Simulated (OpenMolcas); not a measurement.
**Excited-state calculation of SiH3F (part 1 of 2)**

SiH3F, SMILES F[SiH3], computed with FCI/STO-3G, RHF (OpenMolcas 26.06).

The geometry comes from this level: PBE0-D4/def2-TZVP.

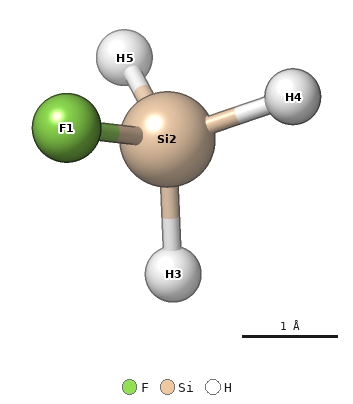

Figure 1. The structure as given in the input (ball-and-stick view, seen at a tilt; atoms are numbered from 1 in the order of the input). Bond lengths as drawn: F–Si 1.60 Å and H–Si 1.48 Å.

### Input file
```
&GATEWAY
 BasLib
 $CurrDir
 Coord
 geom.xyz
 Basis
 STO-3G
 Group
 NoSym

&SEWARD

&RASSCF
 FileOrb
 $CurrDir/step1.ScfOrb
 Spin
 1
 Nactel
 14 0 0
 Inactive
 6
 Ras2
 11
 CIRoot
 4 4 1
 OrbListing
 Nothing
 OrbAppear
 Compact
 CIOnly

&RASSI
 NrOfJobIphs
 1 all
```

### File geom.xyz
```
5

F     -1.274600     0.162800     0.858000
Si     0.043300    -0.019300    -0.030700
H     -0.367800    -0.192600    -1.443700
H      0.768600    -1.217900     0.451600
H      0.880500     1.193400     0.123400
```

Machine: 1 thread of AMD EPYC (Zen 3), 64 GiB of memory available, shared host.

Command:
```bash
export MOLCAS_MEM=1860
pymolcas step3.inp > step3.log
```

### Log
```
--- Start Module: gateway ---

                                              &GATEWAY

                       available to each process: 1.9 GB of memory, 1 thread

 Basis Set     1 Label: F.STO-3G
 Basis set is read from library:.
 basistype.tbl is not found

 Basis Set     2 Label: SI.STO-3G
 Basis set is read from library:.
 basistype.tbl is not found

 Basis Set     3 Label: H.STO-3G
 Basis set is read from library:.
 basistype.tbl is not found

++    Symmetry information:
      ---------------------

                    Character Table for C1

                             E
                    a        1  x, y, xy, Rz, z, xz, Ry, yz, Rx, I
--

++    Basis set information:
      ----------------------

      Basis set label: F.STO-3G.........

      Electronic valence basis set:
      ------------------
      Associated Effective Charge   9.000000 au
      Associated Actual Charge      9.000000 au
      Nuclear Model: Point charge

      Shell  nPrim  nBasis  Cartesian Spherical Contaminant
         s       6       2        X
         p       3       1        X

      Basis set label: SI.STO-3G.........

      Electronic valence basis set:
      ------------------
      Associated Effective Charge  14.000000 au
      Associated Actual Charge     14.000000 au
      Nuclear Model: Point charge

      Shell  nPrim  nBasis  Cartesian Spherical Contaminant
         s       9       3        X
         p       6       2        X

      Basis set label: H.STO-3G.........

      Electronic valence basis set:
      ------------------
      Associated Effective Charge   1.000000 au
      Associated Actual Charge      1.000000 au
      Nuclear Model: Point charge

      Shell  nPrim  nBasis  Cartesian Spherical Contaminant
         s       3       1        X
--

++    Molecular structure info:
      -------------------------

                    ************************************************
                    **** Cartesian Coordinates / bohr, angstrom ****
                    ************************************************

     Center  Label                x              y              z                     x              y              z
        1      F1              -2.408645       0.307647       1.621385             -1.274600       0.162800       0.858000
        2      SI2              0.081825      -0.036472      -0.058015              0.043300      -0.019300      -0.030700
        3      H3              -0.695041      -0.363961      -2.728198             -0.367800      -0.192600      -1.443700
        4      H4               1.452444      -2.301497       0.853400              0.768600      -1.217900       0.451600
        5      H5               1.663904       2.255199       0.233192              0.880500       1.193400       0.123400

                    ***************************************
                    *    InterNuclear Distances / bohr    *
                    ***************************************

               1 F1            2 SI2           3 H3            4 H4            5 H5
    1 F1       0.000000
    2 SI2      3.023449        0.000000
    3 H3       4.722961        2.800116        0.000000
    4 H4       4.722864        2.799931        4.603649        0.000000
    5 H5       4.722890        2.799916        4.603743        4.603570        0.000000

                    *******************************************
                    *    InterNuclear Distances / angstrom    *
                    *******************************************

               1 F1            2 SI2           3 H3            4 H4            5 H5
    1 F1       0.000000
    2 SI2      1.599940        0.000000
    3 H3       2.499284        1.481757        0.000000
    4 H4       2.499232        1.481660        2.436146        0.000000
    5 H5       2.499246        1.481652        2.436196        2.436104        0.000000

                    **************************************
                    *    Valence Bond Angles / degree    *
                    **************************************
                          Atom centers                 Phi
                      3 H3       2 SI2      4 H4       110.59
                      3 H3       2 SI2      5 H5       110.59
                      4 H4       2 SI2      5 H5       110.59
--

            Nuclear Potential Energy             63.04280721 au

--- Stop Module: gateway /rc=_RC_ALL_IS_WELL_ ---

--- Start Module: seward ---

                                              &SEWARD

                       available to each process: 1.9 GB of memory, 1 thread

               SEWARD will generate:
                  Multipole Moment integrals up to order  2
                  Kinetic Energy integrals
                  Nuclear Attraction integrals (point charge)
                  One-Electron Hamiltonian integrals
                  Velocity integrals
                  Orbital angular momentum around ( -0.8206   0.0882   0.5505 )
                  Velocity quadrupole around ( -0.8206   0.0882   0.5505 )
                  Two-Electron Repulsion integrals

                   Integrals are discarded if absolute value <: 1.00E-14
                   Integral cutoff threshold is set to       <: 1.00E-16

            Nuclear Potential Energy             63.04280721 au

      Basis set specifications :
      Symmetry species         a
      Basis functions           17

--- Stop Module: seward /rc=_RC_ALL_IS_WELL_ ---

--- Start Module: rasscf ---

                                              &RASSCF

                       available to each process: 1.9 GB of memory, 1 thread

      Header of the ONEINT file:
      --------------------------

      OrdInt status: non-squared

      Cartesian coordinates in angstrom:
      -----------------------------------------------------
      No.  Label        X            Y            Z
      -----------------------------------------------------
       1   F1        -1.27460000   0.16280000   0.85800000
       2   SI2        0.04330000  -0.01930000  -0.03070000
       3   H3        -0.36780000  -0.19260000  -1.44370000
       4   H4         0.76860000  -1.21790000   0.45160000
       5   H5         0.88050000   1.19340000   0.12340000
      -----------------------------------------------------
      Nuclear repulsion energy =   63.04280721

++    Wave function specifications:
      -----------------------------

      Number of closed shell electrons          12
      Number of electrons in active shells      14
      Max number of holes in RAS1 space          0
      Max nr of electrons in RAS3 space          0
      Number of inactive orbitals                6
      Number of active orbitals                 11
      Number of secondary orbitals               0
      Spin quantum number                      0.0
      State symmetry                             1
--

++    Orbital specifications:
      -----------------------

      Symmetry species                           1
                                                 a
      Frozen orbitals                            0
      Inactive orbitals                          6
      Active orbitals                           11
      RAS1 orbitals                              0
      RAS2 orbitals                             11
      RAS3 orbitals                              0
      Secondary orbitals                         0
      Deleted orbitals                           0
      Number of basis functions                 17
--

++    CI expansion specifications:
      ----------------------------

      Number of CSFs                         32670
      Number of spin combinations            54615
      Number of determinants                108900
      Number of root(s) required                 4
      Root chosen for geometry opt.              4
      CI roots used                              1     2     3     4
      weights                                0.250 0.250 0.250 0.250
      highest root included in the CI            4
      max. size of the explicit Hamiltonian    200
--

++    Optimization specifications:
      ----------------------------

      RASSCF algorithm: Conventional
      Maximum number of macro iterations       200
      Maximum number of SX iterations          100
      Threshold for RASSCF energy            1.000E-08
      Threshold for max MO rotation          1.000E-01
      Threshold for max BLB element          1.000E-04
      Level shift parameter                  5.000E-01
      Make Quasi-Newton update
--

      The MO-coefficients are taken from the file:
      step1.ScfOrb
      Title: SCF orbitals

      Total molecular charge    0.00

      ************************************************************************************************************************
      *                                            Wave function control section                                             *
      ************************************************************************************************************************

                                         CASCI only, no orbital optimization will be done.
                                         -------------------------------------------------

          iter iter root      energy       change     param      element    value   shift minimum  type update hh:mm:ss
 Nr of preliminary CI iterations:  41
        1   1    0    0  -385.12279590    0.00E+00   0.00E+00    5  17 1 -1.79E-02*  0.00   0.00    SX    NO    0:00:14

      ************************************************************************************************************************
                                                      Wave function printout:
                       occupation of active orbitals, and spin coupling of open shells (u,d: Spin up or down)
      ************************************************************************************************************************

      Note: transformation to natural orbitals
      has been made, which may change the order of the CSFs.

      printout of CI-coefficients larger than  0.05 for root  1
      energy=    -385.465881
      conf/sym  11111111111     Coeff  Weight
             1  22222220000   0.97047 0.94182
          1160  22220220200  -0.07989 0.00638

      printout of CI-coefficients larger than  0.05 for root  2
      energy=    -385.050738
      conf/sym  11111111111     Coeff  Weight
             2  222222ud000   0.25268 0.06385
             7  222222u0d00  -0.77324 0.59790
           118  2222u2d0200  -0.11209 0.01256
           316  222u222d000  -0.19077 0.03639
           319  222u2220d00   0.44979 0.20231
           345  222u22d0ud0  -0.06785 0.00460
           740  2u2222dud00   0.06153 0.00379
          1332  222ud22ud00  -0.05991 0.00359
          1335  222ud220200   0.11990 0.01438

      printout of CI-coefficients larger than  0.05 for root  3
      energy=    -385.050736
      conf/sym  11111111111     Coeff  Weight
             3  22222u2d000   0.25270 0.06386
             8  22222u20d00  -0.77327 0.59794
           119  2222ud20200  -0.11210 0.01257
           526  22u2222d000  -0.19075 0.03638
           529  22u22220d00   0.44973 0.20226
           611  22u22d20u0d   0.06785 0.00460
           741  2u222d2ud00   0.06153 0.00379
          1507  22u2d22ud00  -0.05990 0.00359
          1510  22u2d220200   0.11989 0.01437

      printout of CI-coefficients larger than  0.05 for root  4
      energy=    -384.923827
      conf/sym  11111111111     Coeff  Weight
             2  222222ud000  -0.29330 0.08602
             3  22222u2d000  -0.67255 0.45232
             5  22222ud2000   0.07913 0.00626
             7  222222u0d00  -0.13314 0.01773
             8  22222u20d00  -0.30534 0.09323
            22  22222u200d0  -0.19026 0.03620
            24  22222udu0d0   0.08550 0.00731
            51  222222u000d   0.18941 0.03588
            55  2222202u00d  -0.08454 0.00715
            73  222220200ud   0.06321 0.00399
           110  2222u2dud00  -0.05262 0.00277
           111  2222ud2ud00  -0.12065 0.01456
           112  2222u2udd00  -0.06191 0.00383
           113  2222uu2dd00  -0.14198 0.02016
           316  222u222d000   0.10886 0.01185
           526  22u2222d000   0.25263 0.06382
           547  22u222du0d0  -0.05204 0.00271
           741  2u222d2ud00   0.05862 0.00344
          1506  22u2d222000  -0.06133 0.00376
          1507  22u2d22ud00   0.06457 0.00417
          1510  22u2d220200   0.05086 0.00259
          3781  222uu22dd00  -0.05824 0.00339
          3970  22u2u22dd00  -0.13517 0.01827

      Natural orbitals and occupation numbers for root  1
      sym 1:   1.999652   1.984317   1.995627   1.995626   1.968673   1.969839   1.969834   0.038752   0.025423   0.026131
               0.026126

      Natural orbitals and occupation numbers for root  2
      sym 1:   1.999805   1.977241   1.998462   1.957337   1.995430   1.965815   1.008272   0.039586   0.997342   0.032735
               0.027973

      Natural orbitals and occupation numbers for root  3
      sym 1:   1.999806   1.977273   1.957368   1.998466   1.995428   1.008137   1.965759   0.039562   0.997471   0.027944
               0.032787

      Natural orbitals and occupation numbers for root  4
      sym 1:   1.999473   1.987779   1.916226   1.983430   1.960092   1.095838   1.911932   0.911370   0.086960   0.049672
               0.097227

      ************************************************************************************************************************
      *                                                    Final results                                                     *
      ************************************************************************************************************************

++    Final optimization conditions:
      ------------------------------
```
